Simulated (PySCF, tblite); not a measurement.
# C7H13AlO2: infrared bands, NMR shifts and electronic excitations in gas and solvents, part 2 of 2

tblite 0.8.0 and PySCF 2.14.0. Atoms count from 0.

### Step 6. TDDFT and polarisability: CAM-B3LYP/def2-SVPD

What the job is given:

```
{"job": {"kind": "uv", "xc": "CAM-B3LYP", "basis": "def2-SVPD", "ip": true}, "charge": 0, "multiplicity": 1}
C     -1.713998    -0.807078    -0.970529
C     -1.064175    -0.029975     0.184309
C     -1.341548    -0.749214     1.512710
C     -1.712198     1.355049     0.247544
C      0.449361     0.060847    -0.043372
C      1.128462     1.281118    -0.157314
O      2.374279     1.440946    -0.344061
Al     3.692767     0.141828    -0.503813
O      2.443905    -1.231919    -0.321765
C      1.195666    -1.125631    -0.140142
H     -2.801888    -0.887377    -0.818196
H     -1.318416    -1.830815    -1.054491
H     -1.539057    -0.300579    -1.932045
H     -0.945873    -1.776501     1.516387
H     -2.425345    -0.814121     1.698545
H     -0.880648    -0.210235     2.354517
H     -1.325008     1.955760     1.085255
H     -1.566650     1.922676    -0.684684
H     -2.796462     1.244523     0.397595
H      0.551028     2.215307    -0.083341
H      4.265309     0.141209    -1.985781
H      4.628789     0.167967     0.780051
H      0.657438    -2.085530    -0.051930
```

With the program's defaults for keys left out, this is: TDDFT CAM-B3LYP/def2-SVPD, vertical, gas phase, core orbitals frozen in the response.

Log:

```text
coarse grid: 19464 points
cycle   1  E = -666.6372139455  dE =  1.415e+00  |g| = 9.444e-01  |ddm| = 1.415e+01
cycle   2  E = -666.4250194851  dE =  2.122e-01  |g| = 1.463e+00  |ddm| = 5.715e+00
cycle   3  E = -666.8161809917  dE = -3.912e-01  |g| = 1.303e-01  |ddm| = 3.577e+00
cycle   4  E = -666.8196164216  dE = -3.435e-03  |g| = 6.131e-02  |ddm| = 5.547e-01
cycle   5  E = -666.8205326698  dE = -9.162e-04  |g| = 9.182e-03  |ddm| = 2.247e-01
cycle   6  E = -666.8205518439  dE = -1.917e-05  |g| = 3.126e-03  |ddm| = 4.267e-02
cycle   7  E = -666.8205542213  dE = -2.377e-06  |g| = 5.161e-04  |ddm| = 1.366e-02
final grid: 182600 points
cycle   8  E = -666.9489690184  dE = -5.912e-05  |g| = 3.731e-03  |ddm| = 5.037e-01
cycle   9  E = -666.9489700050  dE = -9.866e-07  |g| = 3.310e-03  |ddm| = 6.358e-02
cycle  10  E = -666.9489727439  dE = -2.739e-06  |g| = 6.338e-04  |ddm| = 1.160e-02
cycle  11  E = -666.9489728067  dE = -6.287e-08  |g| = 3.462e-04  |ddm| = 2.884e-03
cycle  12  E = -666.9489728303  dE = -2.354e-08  |g| = 6.258e-05  |ddm| = 1.469e-03
cycle  13  E = -666.9489728311  dE = -8.263e-10  |g| = 1.469e-05  |ddm| = 3.075e-04
converged SCF energy = -666.9489728311

Static polarisability (au): isotropic 115.887, principal 96.176 113.994 137.490

Singlet excitations
state   eV       nm        f      main configurations
  1   4.1737    297.1   0.06739   H->L 0.98
  2   4.4684    277.5   0.00097   H-2->L 0.96
  3   5.4542    227.3   0.07127   H-1->L 0.99
  4   5.7782    214.6   0.00009   H-3->L 0.48, H-4->L 0.36
  5   6.5694    188.7   0.04211   H->L+1 0.79, H->L+5 0.09
  6   6.6649    186.0   0.00009   H-4->L 0.45, H-3->L 0.34, H->L+3 0.12
  7   6.7607    183.4   0.00000   H->L+3 0.51, H-4->L 0.11, H->L+4 0.09
  8   7.2172    171.8   0.00002   H-6->L 0.95
  9   7.3242    169.3   0.00189   H-5->L 0.98
 10   7.3398    168.9   0.02198   H->L+5 0.35, H->L+2 0.23, H-1->L+1 0.12

Triplet excitations (Tamm-Dancoff, eV): 2.6337 4.1224 5.0550 5.4878
Vertical ionisation energy (delta-SCF) = 8.9315 eV
Vertical electron affinity (delta-SCF) = 0.7108 eV
```

It took 9.5 min on 1 thread of Arm Neoverse V1, shared host; peak memory 1.8 GiB.

The orbitals next to the gap, with their largest atomic shares:

| orbital | eV | atoms |
| --- | --- | --- |
| HOMO−3 | -10.71 | Al7 32 %, H20 19 %, H21 19 % |
| HOMO−2 | -9.96 | O6 28 %, O8 26 %, C5 8 % |
| HOMO−1 | -9.40 | Al7 26 %, H20 18 %, H21 18 % |
| HOMO | -8.31 | C4 21 %, O6 13 %, Al7 12 % |
| LUMO | -1.28 | C9 26 %, C5 24 %, O8 16 % |
| LUMO+1 | 0.78 | Al7 17 %, C0 8 %, C2 8 % |
| LUMO+2 | 1.48 | Al7 46 %, C3 7 %, O8 6 % |

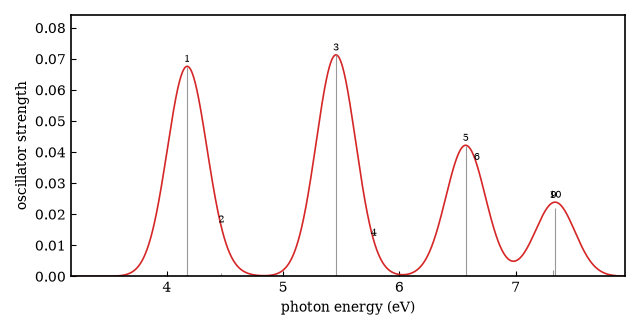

Absorption spectrum from the 10 singlet states computed; above the last one it falls off for lack of states. Lines are broadened to a width of 0.40 eV (Gaussian).

Further results of this job:

| property | computed |
| --- | --- |
| dipole moment (D) | 5.21 |
| polarisability (Å³) | 17.17 |
| HOMO–LUMO gap (eV) | 7.03 |
| −ε(HOMO) (eV) | 8.31 |

### Step 7. Nuclear shieldings: KT2/pcSseg-1

Same as in step 6 but for these lines:

```diff
@@ -1,2 +1,2 @@
-{"job": {"kind": "uv", "xc": "CAM-B3LYP", "basis": "def2-SVPD", "ip": true}, "charge": 0, "multiplicity": 1}
+{"job": {"kind": "nmr", "xc": "KT2", "basis": "pcSseg-1", "pop": false}, "charge": 0, "multiplicity": 1}
 C     -1.713998    -0.807078    -0.970529
```

Method: GIAO KT2/pcSseg-1 NMR shielding, non-relativistic, gas phase.

Log:

```text
coarse grid: 19464 points
cycle   1  E = -676.3603961914  dE =  1.091e+00  |g| = 1.143e+00  |ddm| = 4.308e+00
cycle   2  E = -675.1746196504  dE =  1.186e+00  |g| = 2.609e+00  |ddm| = 3.921e+00
cycle   3  E = -676.5658397427  dE = -1.391e+00  |g| = 4.749e-01  |ddm| = 3.432e+00
cycle   4  E = -676.6206463409  dE = -5.481e-02  |g| = 1.585e-01  |ddm| = 7.186e-01
cycle   5  E = -676.6263902947  dE = -5.744e-03  |g| = 5.463e-02  |ddm| = 2.125e-01
cycle   6  E = -676.6270327003  dE = -6.424e-04  |g| = 1.953e-02  |ddm| = 6.013e-02
cycle   7  E = -676.6270698631  dE = -3.716e-05  |g| = 1.557e-02  |ddm| = 3.367e-02
cycle   8  E = -676.6271328814  dE = -6.302e-05  |g| = 1.627e-03  |ddm| = 1.728e-02
cycle   9  E = -676.6271333699  dE = -4.885e-07  |g| = 7.152e-04  |ddm| = 2.142e-03
final grid: 182600 points
cycle  10  E = -676.7271671906  dE = -3.706e-04  |g| = 1.766e-02  |ddm| = 1.011e-01
cycle  11  E = -676.7270832793  dE =  8.391e-05  |g| = 2.372e-02  |ddm| = 4.216e-02
cycle  12  E = -676.7272218361  dE = -1.386e-04  |g| = 7.658e-03  |ddm| = 3.333e-02
cycle  13  E = -676.7272336959  dE = -1.186e-05  |g| = 1.924e-03  |ddm| = 9.089e-03
cycle  14  E = -676.7272343806  dE = -6.847e-07  |g| = 4.493e-04  |ddm| = 1.789e-03
cycle  15  E = -676.7272344260  dE = -4.544e-08  |g| = 1.117e-04  |ddm| = 4.698e-04
cycle  16  E = -676.7272344274  dE = -1.410e-09  |g| = 7.357e-05  |ddm| = 1.606e-04
cycle  17  E = -676.7272344289  dE = -1.482e-09  |g| = 1.742e-05  |ddm| = 9.216e-05
cycle  18  E = -676.7272344290  dE = -6.457e-11  |g| = 5.360e-06  |ddm| = 2.039e-05
converged SCF energy = -676.7272344290

GIAO shielding tensors (ppm)
atom      isotropic    diamagn.    paramagn.     s11        s22        s33       span
  0 C      149.121     248.825     -99.703    130.242    136.802    180.320     50.078
  1 C      149.114     242.533     -93.419    143.137    150.691    153.513     10.376
  2 C      148.851     248.714     -99.863    130.152    136.233    180.166     50.014
  3 C      153.096     249.189     -96.094    137.905    145.426    175.955     38.051
  4 C       63.498     268.841    -205.343    -21.915     64.158    148.250    170.165
  5 C       10.297     248.096    -237.800    -72.557      3.273    100.173    172.730
  6 O       39.855     395.924    -356.069   -164.419    -64.950    348.934    513.353
  7 Al     440.836     797.008    -356.173    373.511    405.134    543.861    170.350
  8 O       28.706     395.496    -366.791   -182.791    -81.554    350.462    533.254
  9 C        6.332     250.449    -244.117    -83.085      1.776    100.306    183.391
 10 H       30.075      30.951      -0.877     26.760     27.830     35.635      8.875
 11 H       29.787      31.883      -2.096     26.057     28.338     34.966      8.908
 12 H       30.005      31.504      -1.499     26.889     27.550     35.577      8.687
 13 H       29.804      31.783      -1.980     26.158     28.288     34.965      8.807
 14 H       30.062      30.872      -0.810     26.718     27.811     35.656      8.938
 15 H       30.006      31.437      -1.430     26.906     27.561     35.552      8.645
 16 H       29.922      31.731      -1.809     26.634     27.402     35.730      9.096
 17 H       29.929      31.782      -1.853     26.611     27.438     35.738      9.126
 18 H       30.212      30.669      -0.457     27.158     28.478     35.000      7.841
 19 H       23.136      32.407      -9.272     18.750     21.733     28.924     10.173
 20 H       26.600      28.360      -1.760     24.190     24.429     31.180      6.991
 21 H       26.607      28.345      -1.738     24.182     24.456     31.183      7.001
 22 H       22.755      32.556      -9.801     19.174     20.777     28.313      9.139
```

It took 84 s on 1 thread of Arm Neoverse V1, shared host; peak memory 1 GiB.

In short: δ C5 174.9, C4 119.7, C1 34.1, C0 32.9, H19 8.23, H20 4.58 ppm (means over like atoms).

### Step 8. Nuclear shieldings: PBE0/pcSseg-1 in chloroform

Same as in step 7 but for these lines:

```diff
@@ -1,2 +1,2 @@
-{"job": {"kind": "nmr", "xc": "KT2", "basis": "pcSseg-1", "pop": false}, "charge": 0, "multiplicity": 1}
+{"job": {"kind": "nmr", "xc": "PBE0", "basis": "pcSseg-1", "solvent": "chloroform", "pop": true}, "charge": 0, "multiplicity": 1}
 C     -1.713998    -0.807078    -0.970529
```

Method: GIAO PBE0/pcSseg-1 NMR shielding, non-relativistic, IEF-PCM chloroform.

Log:

```text
coarse grid: 19464 points
cycle   1  E = -666.6113682127  dE =  1.219e+00  |g| = 9.250e-01  |ddm| = 4.263e+00
cycle   2  E = -666.3139945062  dE =  2.974e-01  |g| = 1.569e+00  |ddm| = 1.917e+00
cycle   3  E = -666.7675796455  dE = -4.536e-01  |g| = 1.936e-01  |ddm| = 1.408e+00
cycle   4  E = -666.7758207588  dE = -8.241e-03  |g| = 6.049e-02  |ddm| = 2.402e-01
cycle   5  E = -666.7766688646  dE = -8.481e-04  |g| = 1.606e-02  |ddm| = 6.868e-02
cycle   6  E = -666.7767242222  dE = -5.536e-05  |g| = 3.707e-03  |ddm| = 1.442e-02
cycle   7  E = -666.7767270708  dE = -2.849e-06  |g| = 8.808e-04  |ddm| = 3.527e-03
final grid: 182600 points
cycle   8  E = -666.8579638003  dE = -6.650e-05  |g| = 1.360e-02  |ddm| = 6.264e-02
cycle   9  E = -666.8579025181  dE =  6.128e-05  |g| = 2.227e-02  |ddm| = 2.915e-02
cycle  10  E = -666.8580010183  dE = -9.850e-05  |g| = 2.637e-03  |ddm| = 1.955e-02
cycle  11  E = -666.8580024670  dE = -1.449e-06  |g| = 2.949e-04  |ddm| = 2.205e-03
cycle  12  E = -666.8580024861  dE = -1.905e-08  |g| = 1.114e-04  |ddm| = 5.035e-04
cycle  13  E = -666.8580024886  dE = -2.515e-09  |g| = 3.653e-05  |ddm| = 1.296e-04
cycle  14  E = -666.8580024888  dE = -2.462e-10  |g| = 1.289e-05  |ddm| = 3.341e-05
converged SCF energy = -666.8580024888

GIAO shielding tensors (ppm)
atom      isotropic    diamagn.    paramagn.     s11        s22        s33       span
  0 C      151.138     248.252     -97.113    132.627    139.199    181.590     48.963
  1 C      153.073     239.639     -86.566    147.336    154.234    157.649     10.313
  2 C      150.895     248.139     -97.244    132.567    138.676    181.442     48.875
  3 C      154.861     248.496     -93.635    140.507    147.227    176.850     36.343
  4 C       57.729     268.172    -210.443    -39.952     60.565    152.574    192.526
  5 C       -5.185     247.245    -252.430   -103.061    -17.208    104.715    207.776
  6 O       49.049     397.047    -347.999   -152.889    -64.669    364.704    517.593
  7 Al     448.626     793.642    -345.017    391.390    409.888    544.599    153.210
  8 O       33.967     396.628    -362.661   -179.645    -85.070    366.617    546.262
  9 C      -10.135     249.503    -259.638   -115.078    -20.587    105.259    220.337
 10 H       30.120      31.016      -0.895     26.521     27.812     36.028      9.507
 11 H       29.834      31.492      -1.658     25.890     28.250     35.361      9.471
 12 H       30.137      31.202      -1.065     26.780     27.651     35.980      9.200
 13 H       29.854      31.403      -1.549     25.988     28.213     35.361      9.374
 14 H       30.112      30.939      -0.827     26.489     27.799     36.049      9.560
 15 H       30.140      31.141      -1.001     26.794     27.669     35.958      9.164
 16 H       29.985      31.390      -1.405     26.580     27.255     36.120      9.540
 17 H       29.994      31.417      -1.423     26.559     27.295     36.130      9.571
 18 H       30.171      30.750      -0.579     26.698     28.388     35.426      8.727
 19 H       22.950      31.536      -8.586     18.426     21.110     29.314     10.888
 20 H       27.155      28.969      -1.814     24.747     24.908     31.809      7.061
 21 H       27.165      28.954      -1.790     24.741     24.937     31.816      7.074
 22 H       22.575      31.607      -9.032     18.898     20.158     28.670      9.772
```

It took 61 s on 1 thread of Arm Neoverse V1, shared host; peak memory 1.4 GiB.

In short: δ C5 192.8, C4 127.4, C0 32.9, C1 32.1, H19 8.48, H20 4.09 ppm (means over like atoms).

### Step 9. Nuclear shieldings: PBE0/pcSseg-1 in dichloromethane

Same as in step 8 but for these lines:

```diff
@@ -1,2 +1,2 @@
-{"job": {"kind": "nmr", "xc": "PBE0", "basis": "pcSseg-1", "solvent": "chloroform", "pop": true}, "charge": 0, "multiplicity": 1}
+{"job": {"kind": "nmr", "xc": "PBE0", "basis": "pcSseg-1", "solvent": "dichloromethane", "pop": false}, "charge": 0, "multiplicity": 1}
 C     -1.713998    -0.807078    -0.970529
```

Method: GIAO PBE0/pcSseg-1 NMR shielding, non-relativistic, IEF-PCM dichloromethane.

Log:

```text
coarse grid: 19464 points
cycle   1  E = -666.6140458995  dE =  1.216e+00  |g| = 9.226e-01  |ddm| = 4.263e+00
cycle   2  E = -666.3269180731  dE =  2.871e-01  |g| = 1.551e+00  |ddm| = 1.883e+00
cycle   3  E = -666.7695859895  dE = -4.427e-01  |g| = 1.882e-01  |ddm| = 1.374e+00
cycle   4  E = -666.7773287882  dE = -7.743e-03  |g| = 5.917e-02  |ddm| = 2.310e-01
cycle   5  E = -666.7781418149  dE = -8.130e-04  |g| = 1.559e-02  |ddm| = 6.651e-02
cycle   6  E = -666.7781940042  dE = -5.219e-05  |g| = 3.629e-03  |ddm| = 1.401e-02
cycle   7  E = -666.7781967421  dE = -2.738e-06  |g| = 8.437e-04  |ddm| = 3.437e-03
final grid: 182600 points
cycle   8  E = -666.8594219370  dE = -6.671e-05  |g| = 1.353e-02  |ddm| = 6.246e-02
cycle   9  E = -666.8593630308  dE =  5.891e-05  |g| = 2.199e-02  |ddm| = 2.885e-02
cycle  10  E = -666.8594589126  dE = -9.588e-05  |g| = 2.582e-03  |ddm| = 1.910e-02
cycle  11  E = -666.8594602970  dE = -1.384e-06  |g| = 2.877e-04  |ddm| = 2.135e-03
cycle  12  E = -666.8594603150  dE = -1.807e-08  |g| = 1.091e-04  |ddm| = 4.853e-04
cycle  13  E = -666.8594603175  dE = -2.450e-09  |g| = 3.412e-05  |ddm| = 1.250e-04
cycle  14  E = -666.8594603177  dE = -2.262e-10  |g| = 1.126e-05  |ddm| = 3.141e-05
converged SCF energy = -666.8594603177

GIAO shielding tensors (ppm)
atom      isotropic    diamagn.    paramagn.     s11        s22        s33       span
  0 C      151.298     248.326     -97.028    132.777    139.354    181.764     48.986
  1 C      153.019     239.564     -86.545    147.291    154.128    157.638     10.347
  2 C      151.058     248.212     -97.154    132.720    138.837    181.617     48.897
  3 C      154.961     248.548     -93.587    140.584    147.305    176.995     36.411
  4 C       57.486     268.073    -210.587    -40.273     60.213    152.516    192.790
  5 C       -5.478     247.329    -252.807   -103.598    -17.644    104.808    208.406
  6 O       51.479     397.096    -345.618   -148.244    -61.868    364.548    512.792
  7 Al     449.739     793.625    -343.886    393.636    411.200    544.382    150.746
  8 O       36.329     396.681    -360.352   -175.169    -82.403    366.558    541.727
  9 C      -10.505     249.585    -260.090   -115.695    -21.237    105.417    221.112
 10 H       30.113      31.014      -0.901     26.507     27.805     36.027      9.520
 11 H       29.810      31.479      -1.669     25.857     28.221     35.353      9.496
 12 H       30.145      31.224      -1.078     26.787     27.662     35.987      9.201
 13 H       29.831      31.390      -1.560     25.954     28.185     35.353      9.399
 14 H       30.105      30.937      -0.832     26.475     27.792     36.047      9.573
 15 H       30.148      31.162      -1.013     26.800     27.680     35.965      9.165
 16 H       29.971      31.384      -1.412     26.559     27.239     36.116      9.557
 17 H       29.982      31.412      -1.430     26.539     27.279     36.127      9.588
 18 H       30.162      30.745      -0.583     26.681     28.384     35.422      8.742
 19 H       22.923      31.490      -8.568     18.371     21.089     29.307     10.936
 20 H       27.206      29.051      -1.845     24.799     24.959     31.860      7.061
 21 H       27.216      29.037      -1.821     24.793     24.988     31.867      7.074
 22 H       22.540      31.542      -9.001     18.837     20.132     28.652      9.815
```

It took 57 s on 1 thread of Arm Neoverse V1, shared host; peak memory 1.4 GiB.

Key values: δ C5 193.3, C4 127.8, C0 32.9, C1 32.3, H19 8.51, H20 4.03 ppm (means over like atoms).

### Step 10. Side by side: NMR shifts

Shifts (ppm) of some atoms, chosen among heavy atoms and hydrogens apart, means over like atoms, with basis size and wall time:

| run | C5 | C4 | C1 | H19 | H20 | O6 | Al7 | functions | time |
| --- | --- | --- | --- | --- | --- | --- | --- | --- | --- |
| PBE0/pcSseg-1 | 190.4 | 125.2 | 31.1 | 8.36 | 4.40 | 306.3 | 46.8 | 242 | 63 s |
| KT2/pcSseg-1 | 174.9 | 119.7 | 34.1 | 8.23 | 4.58 | 296.4 | 56.9 | 242 | 84 s |
| PBE0/pcSseg-1 in chloroform | 192.8 | 127.4 | 32.1 | 8.48 | 4.09 | 299.5 | 32.7 | 242 | 61 s |
| PBE0/pcSseg-1 in dichloromethane | 193.3 | 127.8 | 32.3 | 8.51 | 4.03 | 298.1 | 30.8 | 242 | 57 s |

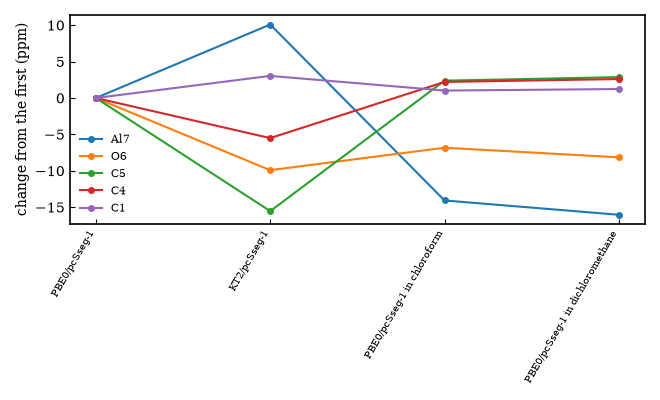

How five of the tabulated atoms move from run to run.

The continuum's effect on the ground state:

| solvent | ε | polarisation energy (Eh) | μ (D) |
| --- | --- | --- | --- |
| chloroform | 4.71 | -0.0083 | 5.93 |
| dichloromethane | 8.93 | -0.0102 | 6.08 |

### Step 11. Outcome

This closing draws on all 2 parts.

| quantity | value |
| --- | --- |
| strongest single infrared mode (GFN2-xTB) | 1796 cm⁻¹, 501 km/mol |
| zero-point energy (GFN2-xTB) | 112.5 kcal/mol |
| rotational constants (main isotopes) | 2.35, 0.70, 0.62 GHz |
| 13C shifts against TMS (PBE0/pcSseg-1, means over atoms taken as alike) | 190.4, 125.2, 32.7, 31.1 ppm |
| 1H shifts against TMS (PBE0/pcSseg-1, means over atoms taken as alike) | 8.36, 4.40, 1.18 ppm |
| 17O shifts against H2O (PBE0/pcSseg-1, means over atoms taken as alike) | 306.3 ppm |
| 27Al shifts against AlH4- (PBE0/pcSseg-1) | 46.8 ppm |
| lowest singlet (CAM-B3LYP/def2-SVPD) | 4.17 eV (297 nm), f = 0.067 |
| brightest single state of those computed | state 3, 5.45 eV, f = 0.071 |
| lowest triplet | 2.63 eV |
| vertical ionisation energy (ΔSCF) | 8.93 eV |
| vertical electron affinity (ΔSCF) | 0.71 eV |
| range of the shift of Al7 (PBE0/pcSseg-1 runs) | 30.8 to 46.8 ppm |

**Reading.** The optimisation took 83 steps and gained 0.898 eV; among the close pairs (by a distance rule), C5–O6 changed most, from 1.404 to 1.270 Å (GFN2-xTB). No mode is imaginary among the 63: a minimum at this level. The strongest single mode, at 1796 cm⁻¹, moves mainly H21. GFN2-xTB is a fitted tight-binding method: band positions and strengths are rough. Its intensities can rank the bands wrongly. Relaxing lowered the energy by 0.273 eV in 6 steps; the close pair that moved most is Al7–H21, from 1.533 to 1.589 Å (PBE0/def2-SVP). No frequency check was run at this level, so the end point may be a saddle. The most deshielded carbon is C5, C9 (mean) (alkene carbon bearing oxygen), at 190.4 ppm: an sp2 carbon further deshielded by the attached heteroatom. At PBE0/pcSseg-1: The largest span, 558 ppm, is at O6, O8, where the paramagnetic term is -368 ppm. The lowest singlet, at 4.17 eV, is HOMO→LUMO 0.98 and is bright; of the 10 states computed, the strongest absorption comes from state 3 at 5.45 eV. The lowest triplet lies 1.54 eV below the lowest singlet (triplets in Tamm-Dancoff, singlets in full TDDFT). ΔSCF puts the ionisation energy at 8.93 eV, 0.62 eV above −ε(HOMO). At one level, PBE0/pcSseg-1: Across the 3 runs the shift of Al7 moves most, between 30.8 (PBE0/pcSseg-1 in dichloromethane) and 46.8 ppm (PBE0/pcSseg-1). Part of that comes from the computed reference. The continuum holds electrostatics alone: no hydrogen bonds to the solvent, and the gas-phase geometry is kept.
